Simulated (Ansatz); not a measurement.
# Effect of Ta → Nb on TaAs

Start from TaAs (space group I4_1md, No. 109; a = 3.442 Å, c = 11.712 Å).

The change: Nb takes the place of Ta on all its sites, then cell and atoms are relaxed.

Level of theory: r2SCAN, PAW, 500 eV (Ansatz, a quantum-chemistry and plane-wave program; scalar-relativistic without spin-orbit coupling). Settings: 19×19×19 k-points, 0.05 eV Fermi–Dirac smearing.

```json
[
 {"quantity": "density", "base": "12.25 g/cm³", "changed": "7.92 g/cm³", "shift": "-4.325 g/cm³"},
 {"quantity": "lattice parameter a", "base": "3.442 Å", "changed": "3.458 Å", "shift": "+0.016 Å"},
 {"quantity": "c/a ratio", "base": "3.403", "changed": "3.402", "shift": "-0.001"},
 {"quantity": "space group", "base": "I4_1md (No. 109)", "changed": "I4_1md (No. 109)", "shift": "–"},
 {"quantity": "band gap", "base": "zero", "changed": "zero", "shift": "–"}
]
```

Final structure:

```
NbAs
1.0
   -1.72903     1.72903     5.88217
    1.72903    -1.72903     5.88217
    1.72903     1.72903    -5.88217
Nb As
2 2
Direct
  0.49911   0.49911   0.00000
  0.24911   0.74911   0.50000
  0.91689   0.91689   0.00000
  0.66689   0.16689   0.50000
```

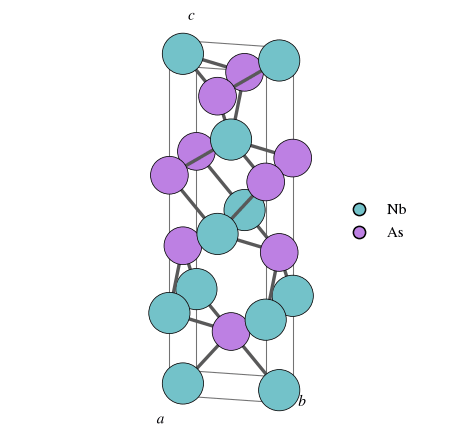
Figure: The relaxed conventional cell after the change

Spin-orbit coupling, missing from the scalar runs, can matter with Ta. Stability against distortions was not tested. All final runs are without spin polarisation. The zero or small gap of NbAs and TaAs can change with the level of theory.
